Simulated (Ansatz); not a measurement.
# Electron scattering at the Σ3 (111) boundary in fcc Cu, starting shift (0, 0.5), part 3 of 3

Wanted: what the Σ3 (111) boundary in fcc Cu, starting shift (0, 0.5) costs an interconnect.

Ansatz 0.2.0; Ansatz plane-wave DFT, PBE, PAW files; relaxation of a bicrystal slab with its lowest layers held; PAW set soft_1 (the session's first sound run).

So far. Step 3 (Transmission across the boundary): Over the solved energies the transmission per spin lies between 0.765 and 0.778, out of 0.794 channels of the lead on average (up to 0.800). Step 4 (Specific resistance): Averaged over the energies near the Fermi level, 97.2 % of the channels pass, which makes 0.0262 fΩ m².

### 5. Single-crystal slab for reference

This step: Ansatz plane-wave DFT, PBE, PAW files; relaxation of a single-crystal slab with its lowest layers held; PAW set soft_1 (Ansatz 0.2.0).

System of this step: Cu slab, plane (1, 1, 1). The cell holds 10 atoms: 10 Cu. Its edges and angles: a = 2.556 Å, b = 2.556 Å, c = 29.784 Å, α = 90.0°, β = 90.0°, γ = 120.0°. It derives from Cu. Vacuum lies along c.

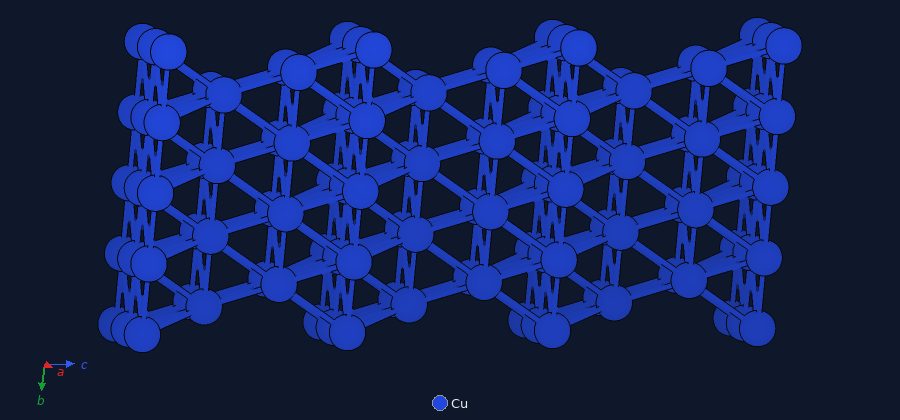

The cell of this step (copper blue). 2×4×1 cells are drawn. Some periodic images of atoms are drawn too.

Input file input.yaml:

```yaml
crystal:
  lattice:
    - [2.5561627297, 0.0, 0.0]
    - [-1.2780813649, 2.2137018601, 0.0]
    - [0.0, 0.0, 29.7838831619]
  atoms:
    - { symbol: Cu, position: [0.9999999998, 0.9999999999, 0.1678760279] }
    - { symbol: Cu, position: [0.3333333332, 0.6666666665, 0.2379507766] }
    - { symbol: Cu, position: [0.6666666665, 0.3333333332, 0.3080255254] }
    - { symbol: Cu, position: [0.9999999999, 0.9999999999, 0.3781002741] }
    - { symbol: Cu, position: [0.3333333332, 0.6666666666, 0.4481750228] }
    - { symbol: Cu, position: [0.6666666666, 0.3333333333, 0.5182497716] }
    - { symbol: Cu, position: [0.9999999999, 1.0, 0.5883245203] }
    - { symbol: Cu, position: [0.3333333333, 0.6666666666, 0.6583992691] }
    - { symbol: Cu, position: [0.6666666666, 0.3333333333, 0.7284740178] }
    - { symbol: Cu, position: [0.0, 0.0, 0.7985487665] }
kpoints:
  mp_grid: { grid: [10, 10, 1] }
hamiltonian:
  xc: pbe
  pseudopotentials: { kind: paw, azcp: { folder: soft_1 } }
scf:
  occupations: { method: fermi_dirac, width: 0.1 }
relax:
  f_tol: 0.03
  max_steps: 80
  constraints: [{ sites: [0, 1] }]
```

Started as:

```
ansatz run input.yaml --threads 4 --pin off --max-ram 15360MiB --backend cpu --events-out ev --progress --plain --runs-dir out
```

Numbers of over 12 decimals in the logs are rounded to 6 here.

The log of the run:

```text
Warning: crystal.symmetry: narrowed to the stabiliser of the relax constraints — unitary ops 12 → 6; lowered at sites 0, 1, 8, 9 (the operations that carried what is held of a site onto what its image site leaves free; the constrained walk keeps no symmetry that its constraints do not admit)
[...]
Crystal: 10 atoms, lattice volume = 168.535 Å³
Basis set: ecut = 420 eV, 3357 PW (Γ), exchange–correlation on 36×36×400 points (8 copies of the dense FFT grid, shifted against one another)
Bands: 114, of which v1, the nominal top of the filled ones, is band 95 counted from 1 (94 counted from 0)
Symmetry: 6 space group operations
k-points: 14 of 100 (time reversal used)
[...]
SCF iter   1: F=—  HF=-66259.731862 eV  |F-HF|=—  |Δ(HF+E_count)|=         —  Δρ=2.22e-1  dr2=4.98e1  ethr=3.10e-3  ⟨swp⟩=5.6  Hψ=5538  notcnv=0  defer=39
[...]
SCF iter  10: F=-66250.901254 eV  HF=-66250.901259 eV  |F-HF|=4.99e-6  |Δ(HF+E_count)|=   3.55e-7  Δρ=6.30e-5  dr2=9.34e-6  ethr=1.18e-8  ⟨swp⟩=3.0  Hψ=5575  notcnv=0
SCF 1 converged in 10 iterations: F = -66250.901254 eV  dr2 = 9.34e-6
[...]
relax step   1: F+E_penalty+E_count = -66250.90125400 eV  Δ(F+E_penalty+E_count) = +0.000e0 eV  max|allowed force component| = 5.075e-2 eV/Å  Δτ_max = 0.0000 Å  (10 SCF iters, dr2 threshold 2.25e-5 eV, accepted)
[...]
SCF iter   6: F=-66250.901611 eV  HF=-66250.901611 eV  |F-HF|=7.53e-8  |Δ(HF+E_count)|=   1.24e-8  Δρ=7.74e-6  dr2=7.57e-8  ethr=5.26e-11  ⟨swp⟩=4.1  Hψ=5123  notcnv=0
SCF 2 converged in 6 iterations: F = -66250.901611 eV  dr2 = 7.57e-8
relax step   2: F+E_penalty+E_count = -66250.90161134 eV  Δ(F+E_penalty+E_count) = -3.573e-4 eV  max|allowed force component| = 3.037e-2 eV/Å  Δτ_max = 0.0050 Å  (6 SCF iters, accepted)
SCF iter   1: F=—  HF=-66250.901983 eV  |F-HF|=—  |Δ(HF+E_count)|=         —  Δρ=6.94e-4  dr2=5.39e-4  ethr=3.11e-6  ⟨swp⟩=3.7  Hψ=3016  notcnv=0  defer=115
[...]
SCF iter   7: F=-66250.901804 eV  HF=-66250.901804 eV  |F-HF|=4.62e-8  |Δ(HF+E_count)|=   3.09e-8  Δρ=5.36e-6  dr2=5.00e-8  ethr=5.26e-11  ⟨swp⟩=3.1  Hψ=6127  notcnv=0
SCF 3 converged in 7 iterations: F = -66250.901804 eV  dr2 = 5.00e-8
relax step   3: F+E_penalty+E_count = -66250.90180380 eV  Δ(F+E_penalty+E_count) = -1.925e-4 eV  max|allowed force component| = 4.487e-4 eV/Å  Δτ_max = 0.0079 Å  (7 SCF iters, accepted)
SCF converged after 7 iterations
Free energy (F): -66250.901804 eV
[...]
Internal energy: -66250.780604 eV  (E = F + TS)
E sigma→0 (E₀):  -66250.841204 eV
Entropy (-TS):   -0.121200 eV (-12.120 meV/atom)
Fermi energy:    10.073994 eV
[...]
--- Forces (eV/Å), atoms counted from 1 ---
  atom   1  Cu     0.00000000    -0.00000000     0.02123094
  atom   2  Cu    -0.00000000    -0.00000000    -0.02143376
  atom   3  Cu     0.00000000     0.00000000    -0.00000980
  atom   4  Cu     0.00000000     0.00000000    -0.00001934
  atom   5  Cu     0.00000000     0.00000000    -0.00017751
  atom   6  Cu    -0.00000000    -0.00000000     0.00038159
  atom   7  Cu     0.00000000    -0.00000000     0.00020779
  atom   8  Cu    -0.00000000    -0.00000000     0.00004759
  atom   9  Cu    -0.00000000     0.00000000     0.00017285
  atom  10  Cu    -0.00000000     0.00000000    -0.00044871
  max |Σ_I F_I| component: 4.84e-5 eV/Å
--- Relaxed structure (3 steps of the walk, 3 accepted, 0 SCFs on fresh bases) ---
  F+E_penalty+E_count = -66250.90180380 eV   max|allowed force component| = 4.487e-4 eV/Å
  atoms:
    - { symbol: Cu, position: [1.0, 1.000000, 0.167876] }
    - { symbol: Cu, position: [0.333333, 0.666667, 0.23795077661] }
    - { symbol: Cu, position: [0.666667, 0.333333, 0.307760] }
    - { symbol: Cu, position: [1.0, 1.000000, 0.378013] }
    - { symbol: Cu, position: [0.333333, 0.666667, 0.448126] }
    - { symbol: Cu, position: [0.666667, 0.333333, 0.518459] }
    - { symbol: Cu, position: [1.0, 1.000000, 0.588574] }
    - { symbol: Cu, position: [0.333333, 0.666667, 0.658832] }
    - { symbol: Cu, position: [0.666667, 0.333333, 0.728650] }
    - { symbol: Cu, position: [-2.7859512015189183e-18, -1.386739417044337e-17, 0.798528] }
```

Wall time 22 s (4 threads of Arm Neoverse V1, shared host); peak memory 0.73 GiB.

Relaxation path:

| step | energy less that of the first step (eV) | largest force component (eV/Å) |
| --- | --- | --- |
| 1 | 0.0000 | 0.0508 |
| 2 | -0.0004 | 0.0304 |
| 3 | -0.0005 | 0.0004 |

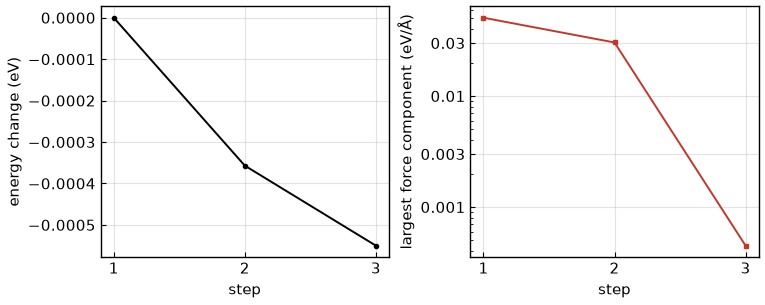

Energy and largest force along the relaxation.

The atoms that moved most (Å):

| atom | dx | dy | dz | length |
| --- | --- | --- | --- | --- |
| Cu8 | 0.000 | 0.000 | 0.013 | 0.013 |
| Cu3 | 0.000 | 0.000 | -0.008 | 0.008 |
| Cu7 | 0.000 | 0.000 | 0.007 | 0.007 |
| Cu6 | 0.000 | 0.000 | 0.006 | 0.006 |
| Cu9 | 0.000 | 0.000 | 0.005 | 0.005 |

Final coordinates:

```xyz
10
Lattice="2.5562 0.0000 0.0000 -1.2781 2.2137 0.0000 0.0000 0.0000 29.7839" Properties=species:S:1:pos:R:3
Cu    1.2781    2.2137    5.0000
Cu    0.0000    1.4758    7.0871
Cu    1.2781    0.7379    9.1663
Cu    1.2781    2.2137   11.2587
Cu    0.0000    1.4758   13.3469
Cu    1.2781    0.7379   15.4417
Cu    1.2781    2.2137   17.5300
Cu    0.0000    1.4758   19.6226
Cu    1.2781    0.7379   21.7020
Cu    0.0000    0.0000   23.7833
```

Numbers from this step:

| Property | Result |
| --- | --- |
| free energy | -66250.9018 eV |
| energy at zero smearing | -66250.8412 eV |
| Fermi energy | 10.07 eV |

The largest force component on a free atom ends at 4.5e-4 eV/Å, under the tolerance of 0.03, after 3 steps.

### 6. Bulk reference

This step: Ansatz plane-wave DFT, PBE, PAW files; bulk reference; PAW set soft_1 (Ansatz 0.2.0).

System of this step: Cu. Symmetry: Fm-3m, No. 225, cubic system. The conventional cell has a = 3.615 Å, b = 3.615 Å, c = 3.615 Å, α = 90.00°, β = 90.00°, γ = 90.00°. Nearest to Cu lie 12 Cu at 2.56 Å.

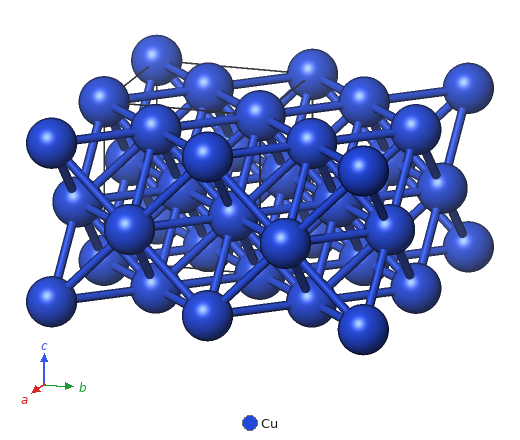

The cell of this step (copper blue). 2×2×1 conventional cells are drawn. Some periodic images of atoms are drawn too.

input.yaml, the sections that differ from step 5:

```yaml
crystal:
  lattice:
    - [0.0, 1.80748, 1.80748]
    - [1.80748, 0.0, 1.80748]
    - [1.80748, 1.80748, 0.0]
  atoms:
    - { symbol: Cu, position: [0.0, 0.0, 0.0] }
kpoints:
  mp_grid: { grid: [21, 21, 21] }
# hamiltonian, scf: as in step 5
# relax: removed
```

The log of the run:

```text
[...]
Crystal: 1 atoms, lattice volume = 11.810 Å³
Basis set: ecut = 420 eV, 259 PW (Γ)
Bands: 14, of which v1, the nominal top of the filled ones, is band 10 counted from 1 (9 counted from 0)
Symmetry: 48 space group operations
[...]
k-points: 286 of 9261
[...]
SCF iter   1: F=—  HF=-6626.103945 eV  |F-HF|=—  |Δ(HF+E_count)|=         —  Δρ=2.68e-1  dr2=5.09e0  ethr=3.10e-3  ⟨swp⟩=4.9  Hψ=19163  notcnv=0
[...]
SCF iter   7: F=-6625.187333 eV  HF=-6625.187333 eV  |F-HF|=7.64e-11  |Δ(HF+E_count)|=  1.01e-10  Δρ=1.66e-6  dr2=1.97e-10  ethr=5.26e-10  ⟨swp⟩=2.0  Hψ=7881  notcnv=0
SCF 1 converged in 7 iterations: F = -6625.187333 eV  dr2 = 1.97e-10
[...]
SCF converged after 7 iterations
Free energy (F): -6625.187333 eV
[...]
Internal energy: -6625.176373 eV  (E = F + TS)
E sigma→0 (E₀):  -6625.181853 eV
Entropy (-TS):   -0.010960 eV (-10.960 meV/atom)
Fermi energy:    16.384214 eV
[...]
```

The job ended after 0.81 s (4 threads; peak memory 0.3 GiB).

Numbers from this step:

```
free energy             : -6625.1873 eV
energy at zero smearing : -6625.1819 eV
Fermi energy            : 16.38 eV
```

### 7. Boundary energy

This step: Ansatz plane-wave DFT, PBE, PAW files; bicrystal less single-crystal slab less bulk atoms, a boundary area; PAW set soft_1 (Ansatz 0.2.0).

This step gave:

- excess energy of the cell: 0.009774 eV
- boundary energy: 0.02768 J/m²

The boundary costs 0.028 J/m², under the few hundredths of a J/m² that differences of such thin slabs resolve.

By hand: 0.00977 eV / 5.659 Å² × 16.02 = 0.0277 J/m².

### 8. Outcome

```json
{"specific resistance of the boundary": "0.0262 fΩ m²", "share of channels that pass": "0.972", "boundary energy": "0.0277 J/m²"}
```

The boundary has a specific resistance of 0.026 fΩ m² and an energy of 0.028 J/m². The boundary reflects 2.8 % of the channels; 0.026 fΩ m² is 0.26×10⁻¹² Ω·cm². That equals the resistance of 1.5 nm of bulk Cu at 300 K (measured 1.725 µΩ cm, CRC Handbook of Chemistry and Physics, 84th ed., 2003, Electrical Resistivity of Pure Metals). In the relaxation the upper grain slid sideways by about 0.7 Å, so the result belongs to the position that it found, not to the starting one. For this plane that is the coherent twin.

[Logs are printed without paths, hosts, clocks, repeated set-up lines and the standing remarks that a program may print on its own settings, such as how far it seeks lower states.]

[Hosts, paths, dates, database ids (printed as entryN), source tags and the programs' standing remarks are cut or masked in the printed files.]
